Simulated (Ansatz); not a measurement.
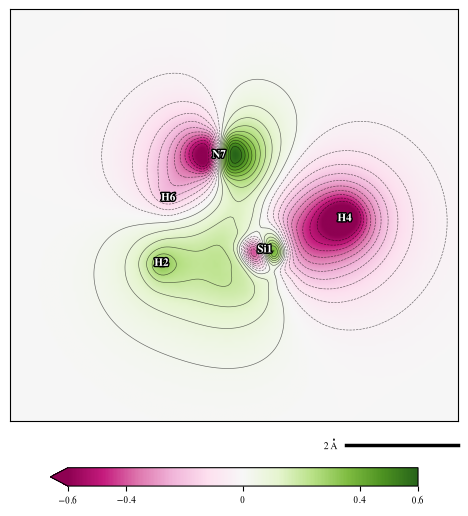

*H6NSi···H. The HOMO−1 on the plane of atoms H4, Si1 and N7 (values in Å⁻³ᐟ²; the overall sign is arbitrary).*

A transition-state structure; geometry: PBE0-D4/def2-TZVP.

Theory: RKS PBE0-D4/def2-TZVPP in Ansatz 0.2.0.

Input file:

```
crystal:
  periodic: [false, false, false]
  atoms:
    - {symbol: Si, position_ang: [-0.014590, -0.043517, 0.822000]}
    - {symbol: H, position_ang: [1.635871, 0.054988, -0.056596]}
    - {symbol: H, position_ang: [0.482181, -1.338946, 1.344717]}
    - {symbol: H, position_ang: [-1.486311, -0.109471, 1.185199]}
    - {symbol: H, position_ang: [0.400596, 1.219280, 1.478606]}
    - {symbol: H, position_ang: [0.861661, 0.076207, -0.934464]}
    - {symbol: N, position_ang: [-0.327029, 0.043525, -1.030322]}
    - {symbol: H, position_ang: [-0.802327, 0.876993, -1.361211]}
    - {symbol: H, position_ang: [-0.750152, -0.779059, -1.447929]}
basis:
  gaussian: {orbitals: def2-TZVPP}
hamiltonian: {xc: pbe0, dispersion: d4}
output: {orbitals: {seedname: orbitals}}
```

Launched as:

```sh
ansatz run in.yaml --threads 2 --pin off --events-out ev --progress --plain --max-ram 4352MiB
```

Question: What is the character of this orbital?

Answer: By Hirshfeld shares it lies mainly on H4 (about 35 %), Si1 (about 35 %) and N7 (about 15 %). Its energy is −8.55 eV.
